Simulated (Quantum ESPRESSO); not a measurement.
# MgS (F-43m): modes at Γ and the response to a field

Aim: the zone-centre modes of MgS (F-43m).

Program: Quantum ESPRESSO 7.5. Level of theory: DFT LDA, scalar-relativistic, plane waves, PseudoDojo norm-conserving pseudopotentials. Results are calculated unless marked as measured.

## (1) The structure

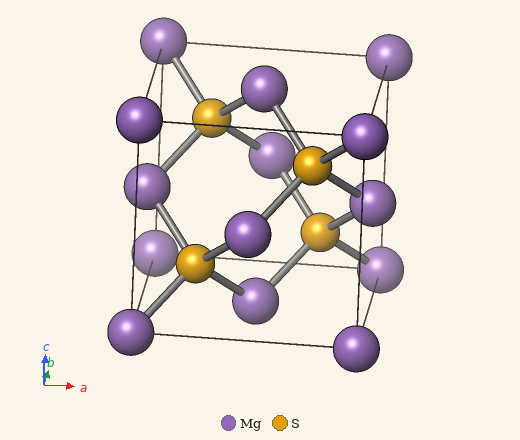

The cell as given, slightly off an axis (magnesium purple, sulfur orange). This picture shows the conventional cell, with its axes. Bonds to atoms that aren't drawn are left out. Some periodic images of atoms are drawn too.

Structure file:

```cif
data_structure
_symmetry_space_group_name_H-M 'F-43m'
_symmetry_Int_Tables_number 216
_cell_length_a 5.6662
_cell_length_b 5.6662
_cell_length_c 5.6662
_cell_angle_alpha 90.000
_cell_angle_beta 90.000
_cell_angle_gamma 90.000
_cell_volume 181.92
loop_
_atom_site_label
_atom_site_type_symbol
_atom_site_symmetry_multiplicity
_atom_site_Wyckoff_symbol
_atom_site_fract_x
_atom_site_fract_y
_atom_site_fract_z
_atom_site_occupancy
Mg1 Mg 4 a 0.00000 0.00000 0.00000 1
S1 S 4 c 0.75000 0.25000 0.75000 1
```

## (2) A first look

A cheap run with smearing and empty bands tells whether the crystal has a gap, which decides between fixed occupations and smearing later on.

probe.in reads:

```
&CONTROL
  calculation = 'scf'
  prefix      = 'x'
  outdir      = './tmp'
  pseudo_dir  = './pseudo'
  tprnfor     = .true.
  tstress     = .true.
  verbosity   = 'high'
/
&SYSTEM
  ibrav       = 2
  celldm(1)   = 10.70764195
  nat         = 2
  ntyp        = 2
  ecutwfc     = 92.0
  occupations = 'smearing'
  smearing    = 'gaussian'
  degauss     = 0.01
/
&ELECTRONS
  conv_thr         = 1.0d-07
  mixing_beta      = 0.7
  electron_maxstep = 100
/
ATOMIC_SPECIES
 Mg     24.3050  Mg.upf
 S      32.0600  S.upf
ATOMIC_POSITIONS crystal
 Mg     0.000000000   0.000000000   0.000000000
 S      0.750000000   0.750000000   0.750000000
K_POINTS automatic
 6 6 6 0 0 0
```

Run with:

```
$ OMP_NUM_THREADS=1 mpirun -n 4 pw.x -nk 4 -in probe.in > probe.out
```

What it wrote:

```text
[banners, grids, parts of the stress and lines that vanish by symmetry left out]
Program PWSCF v.7.5
     bravais-lattice index     =            2
     lattice parameter (alat)  =      10.7076  a.u.
[...]
kinetic-energy cutoff     =      92.0000  Ry
     charge density cutoff     =     368.0000  Ry
     scf convergence threshold =      1.0E-07
[...]
Exchange-correlation= SLA  PW   NOGX NOGC
                           (   1   4   0   0   0   0   0)
[...]
24 Sym. Ops. (no inversion) found
[...]
(     0          1          0      )
                  (     0          0          1      )
[...]
(  0.0000000  1.0000000  0.0000000 )
                  (  0.0000000  0.0000000  1.0000000 )
[...]
(     1          0         -1      )
                  (     0          0         -1      )
[...]
(  0.0000000  1.0000000  0.0000000 )
[...]
(    -1          0          1      )
                  (    -1          0          0      )
[...]
(  0.0000000  0.0000000  1.0000000 )
                  (  0.0000000 -1.0000000  0.0000000 )
[...]
number of k points=    16  Gaussian smearing, width (Ry)=  0.0100
[...]
End of self-consistent calculation
[...]
the Fermi energy is     5.2695 ev
!    total energy              =    -140.88530478 Ry
[...]
convergence has been achieved in   7 iterations
[...]
atom    1 type  1   force =     0.00000000    0.00000000    0.00000000
     atom    2 type  2   force =     0.00000000    0.00000000    0.00000000
[...]
Total force =     0.000000     Total SCF correction =     0.000000
[...]
total   stress  (Ry/bohr**3)                   (kbar)     P=      -21.20
[...]
XML data file, charge density, pseudopotentials, collected wavefunctions

   JOB DONE.
```

Run time: 5.2 s. Hardware: 4 MPI ranks of Intel Xeon Platinum 8488C (Sapphire Rapids), shared host.

Read from the output:

```yaml
volume_per_atom: 22.74 Å³
pressure: -2.12 GPa
gap_on_the_k_mesh: 3.166 eV
```

A gap of 3.2 eV opens on this mesh, so the crystal is taken as an insulator; the start stands at -2.1 GPa.

## (3) Relaxation

The relaxation runs at a cutoff a fifth above that of the response, since stress converges more slowly with the basis than frequencies do. Forces and stress are brought to rest with tight thresholds.

relax.in reads:

```
&CONTROL
  calculation   = 'vc-relax'
  prefix        = 'x'
  outdir        = './tmp'
  pseudo_dir    = './pseudo'
  tprnfor       = .true.
  tstress       = .true.
  forc_conv_thr = 2.0d-05
  etot_conv_thr = 1.0d-07
  nstep         = 40
/
&SYSTEM
  ibrav       = 2
  celldm(1)   = 10.70764195
  nat         = 2
  ntyp        = 2
  ecutwfc     = 110
  occupations = 'fixed'
  nbnd        = 10
/
&ELECTRONS
  conv_thr         = 1.0d-11
  mixing_beta      = 0.7
  electron_maxstep = 100
/
&IONS
/
&CELL
  press_conv_thr = 0.2
/
ATOMIC_SPECIES
 Mg     24.3050  Mg.upf
 S      32.0600  S.upf
ATOMIC_POSITIONS crystal
 Mg     0.000000000   0.000000000   0.000000000
 S      0.750000000   0.750000000   0.750000000
K_POINTS automatic
 8 8 8 0 0 0
```

Run with:

```
$ OMP_NUM_THREADS=1 mpirun -n 4 pw.x -nk 4 -in relax.in > relax.out
```

What it wrote:

```text
[banners, grids, parts of the stress and lines that vanish by symmetry left out]
[banner, memory and clock lines left out]
Program PWSCF v.7.5

[...]
kinetic-energy cutoff     =     110.0000  Ry
     charge density cutoff     =     440.0000  Ry
     scf convergence threshold =      1.0E-11
[...]
energy convergence thresh.=      1.0E-07
     force convergence thresh. =      2.0E-05
     press convergence thresh. =      2.0E-01
     Exchange-correlation= SLA  PW   NOGX NOGC
                           (   1   4   0   0   0   0   0)
[...]
24 Sym. Ops. (no inversion) found
[...]
number of k points=    29
[...]
End of self-consistent calculation
[...]
highest occupied, lowest unoccupied level (ev):     2.8891    6.0553
!    total energy              =    -140.88537316 Ry
[...]
convergence has been achieved in  10 iterations
[...]
atom    1 type  1   force =     0.00000000   -0.00000000    0.00000000
     atom    2 type  2   force =     0.00000000    0.00000000    0.00000000
     Total force =     0.000000     Total SCF correction =     0.000000
[...]
total   stress  (Ry/bohr**3)                   (kbar)     P=      -21.20
[...]
number of bfgs steps    =   0
[...]
CELL_PARAMETERS (alat= 10.70764195)
[...]
ATOMIC_POSITIONS (crystal)
Mg               0.0000000000        0.0000000000       -0.0000000000
S                0.7500000000        0.7500000000        0.7500000000
[...]
New effective cutoffs (rho, wfc):  442.20  110.78
[...]
End of self-consistent calculation
[...]
highest occupied, lowest unoccupied level (ev):     2.9790    6.1984
!    total energy              =    -140.88578457 Ry
[...]
convergence has been achieved in   6 iterations
[...]
atom    1 type  1   force =    -0.00000000    0.00000000   -0.00000000
     atom    2 type  2   force =     0.00000000   -0.00000000    0.00000000
     Total force =     0.000000     Total SCF correction =     0.000000
[...]
total   stress  (Ry/bohr**3)                   (kbar)     P=      -15.37
[...]
number of bfgs steps    =   1
[...]
CELL_PARAMETERS (alat= 10.70764195)
[...]
ATOMIC_POSITIONS (crystal)
Mg              -0.0000000000       -0.0000000000        0.0000000000
S                0.7500000000        0.7500000000        0.7500000000
[...]
New effective cutoffs (rho, wfc):  447.03  111.99
[...]
End of self-consistent calculation
[...]
highest occupied, lowest unoccupied level (ev):     3.1165    6.4171
!    total energy              =    -140.88614504 Ry
[...]
convergence has been achieved in   7 iterations
[...]
atom    1 type  1   force =    -0.00000000   -0.00000000    0.00000000
     atom    2 type  2   force =    -0.00000000   -0.00000000   -0.00000000
     Total force =     0.000000     Total SCF correction =     0.000000
[...]
total   stress  (Ry/bohr**3)                   (kbar)     P=       -6.08
[...]
number of bfgs steps    =   2
[...]
CELL_PARAMETERS (alat= 10.70764195)
[...]
ATOMIC_POSITIONS (crystal)
[...]
New effective cutoffs (rho, wfc):  450.19  112.78
[...]
End of self-consistent calculation
[...]
highest occupied, lowest unoccupied level (ev):     3.2067    6.5603
!    total energy              =    -140.88620766 Ry
[...]
convergence has been achieved in   7 iterations
[...]
atom    1 type  1   force =    -0.00000000   -0.00000000   -0.00000000
     atom    2 type  2   force =     0.00000000    0.00000000    0.00000000
     Total force =     0.000000     Total SCF correction =     0.000000
[...]
total   stress  (Ry/bohr**3)                   (kbar)     P=        0.26
[...]
number of bfgs steps    =   3
[...]
CELL_PARAMETERS (alat= 10.70764195)
[...]
ATOMIC_POSITIONS (crystal)
[...]
New effective cutoffs (rho, wfc):  450.06  112.75
[...]
End of self-consistent calculation
[...]
highest occupied, lowest unoccupied level (ev):     3.2030    6.5544
!    total energy              =    -140.88620777 Ry
[...]
convergence has been achieved in   5 iterations
[...]
atom    1 type  1   force =     0.00000000    0.00000000    0.00000000
     atom    2 type  2   force =    -0.00000000   -0.00000000    0.00000000
     Total force =     0.000000     Total SCF correction =     0.000000
[...]
total   stress  (Ry/bohr**3)                   (kbar)     P=       -0.00
[...]
number of bfgs steps    =   4
[...]
small trust_radius: resetting bfgs history
[...]
CELL_PARAMETERS (alat= 10.70764195)
[...]
ATOMIC_POSITIONS (crystal)
[...]
New effective cutoffs (rho, wfc):  450.06  112.75
[...]
End of self-consistent calculation
[...]
highest occupied, lowest unoccupied level (ev):     3.2030    6.5545
!    total energy              =    -140.88620777 Ry
[...]
convergence has been achieved in   2 iterations
[...]
atom    1 type  1   force =     0.00000000    0.00000000   -0.00000000
     atom    2 type  2   force =    -0.00000000   -0.00000000    0.00000000
     Total force =     0.000000     Total SCF correction =     0.000000
[...]
total   stress  (Ry/bohr**3)                   (kbar)     P=       -0.00
[...]
bfgs converged in   6 scf cycles and   5 bfgs steps
[...]
End of BFGS Geometry Optimization
     Final enthalpy           =    -140.8862077711 Ry
     File ./tmp/x.bfgs deleted, as requested
[...]
CELL_PARAMETERS (alat= 10.70764195)
[...]
ATOMIC_POSITIONS (crystal)
Mg               0.0000000000        0.0000000000       -0.0000000000
S                0.7500000000        0.7500000000        0.7500000000
[...]
Final scf calculation at the relaxed structure.
[...]
kinetic-energy cutoff     =     110.0000  Ry
     charge density cutoff     =     440.0000  Ry
     scf convergence threshold =      1.0E-13
[...]
press convergence thresh. =      2.0E-01
     Exchange-correlation= SLA  PW   NOGX NOGC
                           (   1   4   0   0   0   0   0)
[...]
24 Sym. Ops. (no inversion) found
[...]
number of k points=    29
[...]
c_bands:  1 eigenvalues not converged
     c_bands:  1 eigenvalues not converged
     c_bands:  1 eigenvalues not converged
[...]
End of self-consistent calculation
[...]
highest occupied, lowest unoccupied level (ev):     3.2030    6.5545
!    total energy              =    -140.88620604 Ry
[...]
convergence has been achieved in  11 iterations
[...]
atom    1 type  1   force =     0.00000000   -0.00000000    0.00000000
     atom    2 type  2   force =    -0.00000000    0.00000000   -0.00000000
     Total force =     0.000000     Total SCF correction =     0.000000
[...]
total   stress  (Ry/bohr**3)                   (kbar)     P=        0.01
[...]
XML data file, charge density, pseudopotentials, collected wavefunctions
```

It took 48 s on 4 MPI ranks; 3.2 min of CPU time.

The steps of the relaxation:

```tsv
step	energy less that of the first step (eV)	largest force (eV/Å)	pressure (GPa)	volume (Å³)
1	0.0000	0.0000	-2.12	45.48
2	-0.0056	0.0000	-1.54	44.99
3	-0.0105	0.0000	-0.61	44.26
4	-0.0114	0.0000	0.03	43.80
5	-0.0114	0.0000	0.00	43.82
6	-0.0114	0.0000	0.00	43.82
7	-0.0113	0.0000	0.00	43.82
```

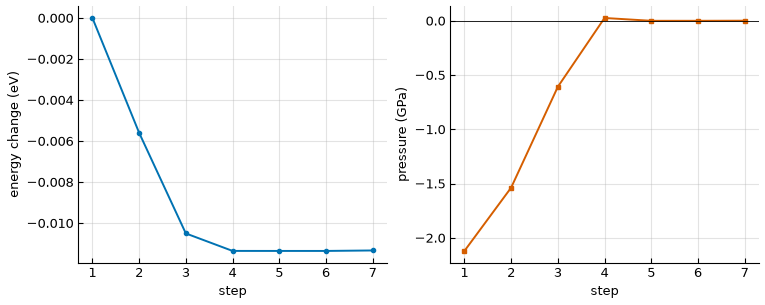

Energy and pressure along the relaxation.

```tsv
conventional cell, symmetrised	before	after	change
a (Å)	5.666	5.596	-1.2 %
b (Å)	5.666	5.596	-1.2 %
c (Å)	5.666	5.596	-1.2 %
volume (Å³/atom)	22.74	21.91	-3.7 %
```

The relaxed structure:

```cif
data_structure
_symmetry_space_group_name_H-M 'P 1'
_symmetry_Int_Tables_number 1
_cell_length_a 3.9572
_cell_length_b 3.9572
_cell_length_c 3.9572
_cell_angle_alpha 60.000
_cell_angle_beta 60.000
_cell_angle_gamma 60.000
_cell_volume 43.82
loop_
_atom_site_label
_atom_site_type_symbol
_atom_site_fract_x
_atom_site_fract_y
_atom_site_fract_z
_atom_site_occupancy
Mg1 Mg 0.00000 0.00000 0.00000 1
S2 S 0.75000 0.75000 0.75000 1
```

The last row of the table of steps is pw.x's closing run on a basis chosen anew for the final cell, so its energy can jump.

Read from the output:

```
volume per atom   : 21.91 Å³
pressure          : 0.001 GPa
gap on the k-mesh : 3.352 eV
```

The volume changes by -3.7 % from the cell with which this run began.

## (4) Ground state

Perturbation theory inherits every error of the wavefunctions, so the threshold is set near the limit of the arithmetic. With a gap, occupations are fixed, which also allows the response to an electric field.

scf.in reads:

```
&CONTROL
  calculation = 'scf'
  prefix      = 'x'
  outdir      = './tmp'
  pseudo_dir  = './pseudo'
  tprnfor     = .true.
  tstress     = .true.
/
&SYSTEM
  ibrav       = 2
  celldm(1)   = 10.5755017
  nat         = 2
  ntyp        = 2
  ecutwfc     = 92.0
  occupations = 'fixed'
  nbnd        = 10
/
&ELECTRONS
  conv_thr         = 1.0d-12
  mixing_beta      = 0.7
  electron_maxstep = 100
/
ATOMIC_SPECIES
 Mg     24.3050  Mg.upf
 S      32.0600  S.upf
ATOMIC_POSITIONS crystal
 Mg     0.000000000   0.000000000   0.000000000
 S      0.750000000   0.750000000   0.750000000
K_POINTS automatic
 8 8 8 0 0 0
```

Run with:

```
$ OMP_NUM_THREADS=1 mpirun -n 4 pw.x -nk 4 -in scf.in > scf.out
```

What it wrote:

```text
[banners, grids, parts of the stress and lines that vanish by symmetry left out]
[banner, memory and clock lines left out]
Program PWSCF v.7.5

[...]
kinetic-energy cutoff     =      92.0000  Ry
     charge density cutoff     =     368.0000  Ry
     scf convergence threshold =      1.0E-12
[...]
Exchange-correlation= SLA  PW   NOGX NOGC
                           (   1   4   0   0   0   0   0)
[...]
24 Sym. Ops. (no inversion) found
[...]
number of k points=    29
[...]
End of self-consistent calculation
[...]
highest occupied, lowest unoccupied level (ev):     3.2031    6.5545
!    total energy              =    -140.88618453 Ry
[...]
convergence has been achieved in  11 iterations
[...]
atom    1 type  1   force =    -0.00000000    0.00000000   -0.00000000
     atom    2 type  2   force =     0.00000000    0.00000000    0.00000000
     Total force =     0.000000     Total SCF correction =     0.000000
[...]
total   stress  (Ry/bohr**3)                   (kbar)     P=       -0.04
[...]
XML data file, charge density, pseudopotentials, collected wavefunctions
```

Wall time 6.8 s (4 MPI ranks); 26 s of CPU time.

Read from the output:

* pressure: -0.004 GPa
* gap on the k-mesh: 3.351 eV

The cell stands at -0.004 GPa, close enough for phonons.

[end of part 1 of 4]

[Host names and launcher messages were left out of these logs when they were recorded.]

[Logs are printed without paths, hosts, clocks, repeated set-up lines and the standing remarks that a program may print on its own settings, such as how far it seeks lower states.]

[Hosts, paths, dates, database ids (printed as entryN), source tags and the programs' standing remarks are cut or masked in the printed files.]
